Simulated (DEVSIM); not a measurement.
Structure: Si p-i-n diode, at 250 K.

| layer (left to right) | material | thickness (μm) | Nd (cm⁻³) | Na (cm⁻³) | τn (s) | τp (s) |
|---|---|---|---|---|---|---|
| 1 | Si | 0.290 | - | 2.9e18 | 6.2e-6 | 6.2e-5 |
| 2 | Si | 0.200 | 3.4e13 | - | 6.2e-5 | 6.2e-5 |
| 3 | Si | 2.30 | 2.2e18 | - | 6.2e-5 | 6.2e-5 |

Left contact: ohmic. Right contact: ohmic. Voltage is applied to the left contact. Recombination: SRH at mid-gap. Mobility is μmin + (μ − μmin)/(1 + (N/Nref)^α).

This is a model device: material constants are rounded textbook-type values typed into the input, and sizes, dopings and lifetimes were drawn at random. Values at 300 K; Nc and Nv go as T^1.5, mobilities as T to minus their exponent, the gap by Varshni's rule with the affinity fixed.

```csv
parameter,Si
gap (eV),1.124
affinity (eV),4.05
permittivity,11.7
Nc (cm⁻³),2.86e19
Nv (cm⁻³),3.1e19
μn (cm²/Vs),1417
μp (cm²/Vs),470
"μn,min",52
"μp,min",45
"Nref,n",9.7e16
"Nref,p",2.2e17
αn,0.68
αp,0.72
T exponent of μn,2.3
T exponent of μp,2.2
Varshni α (eV/K),0.000473
Varshni β (K),636
```

DEVSIM, 1D drift-diffusion, Boltzmann statistics, complete ionisation; no tunnelling, impact ionisation, image-force lowering or self-heating.

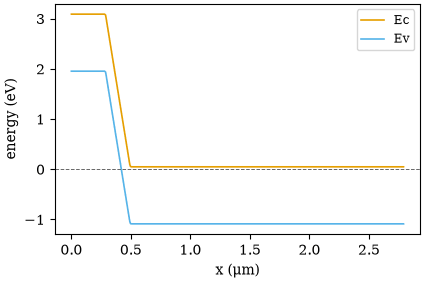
Figure. Band edges at -2.0 V on the left contact

Energies count from the Fermi level of the right contact; mesh points crowd at the junctions.

| x (μm) | Ec (eV) | Ev (eV) | n (cm⁻³) | p (cm⁻³) | field (V/cm) |
|---|---|---|---|---|---|
| 0.000 | 3.091 | 1.955 | < 1e2 | 2.9e18 | ≈ 0 |
| 0.02261 | 3.091 | 1.955 | < 1e2 | 2.9e18 | ≈ 0 |
| 0.06283 | 3.091 | 1.955 | < 1e2 | 2.9e18 | ≈ 0 |
| 0.1344 | 3.091 | 1.955 | < 1e2 | 2.9e18 | ≈ 0 |
| 0.2336 | 3.091 | 1.955 | < 1e2 | 2.9e18 | ≈ 0 |
| 0.2710 | 3.091 | 1.955 | < 1e2 | 2.9e18 | -72 |
| 0.2920 | 3.008 | 1.872 | < 1e2 | 6.2e16 | -150000 |
| 0.3271 | 2.494 | 1.358 | < 1e2 | 2700000 | -150000 |
| 0.3745 | 1.797 | 0.661 | < 1e2 | < 1e2 | -150000 |
| 0.4335 | 0.931 | -0.205 | < 1e2 | < 1e2 | -150000 |
| 0.4696 | 0.402 | -0.734 | 1.7e11 | < 1e2 | -150000 |
| 0.4966 | 0.055 | -1.081 | 1.7e18 | < 1e2 | -21000 |
| 0.5270 | 0.049 | -1.087 | 2.2e18 | < 1e2 | ≈ 0 |
| 0.5867 | 0.049 | -1.087 | 2.2e18 | < 1e2 | ≈ 0 |
| 0.7695 | 0.049 | -1.087 | 2.2e18 | < 1e2 | ≈ 0 |
| 1.065 | 0.049 | -1.087 | 2.2e18 | < 1e2 | ≈ 0 |
| 1.640 | 0.049 | -1.087 | 2.2e18 | < 1e2 | ≈ 0 |
| 2.219 | 0.049 | -1.087 | 2.2e18 | < 1e2 | ≈ 0 |
| 2.577 | 0.049 | -1.087 | 2.2e18 | < 1e2 | ≈ 0 |
| 2.694 | 0.049 | -1.087 | 2.2e18 | < 1e2 | ≈ 0 |
| 2.753 | 0.049 | -1.087 | 2.2e18 | < 1e2 | ≈ 0 |
| 2.790 | 0.049 | -1.087 | 2.2e18 | < 1e2 | ≈ 0 |
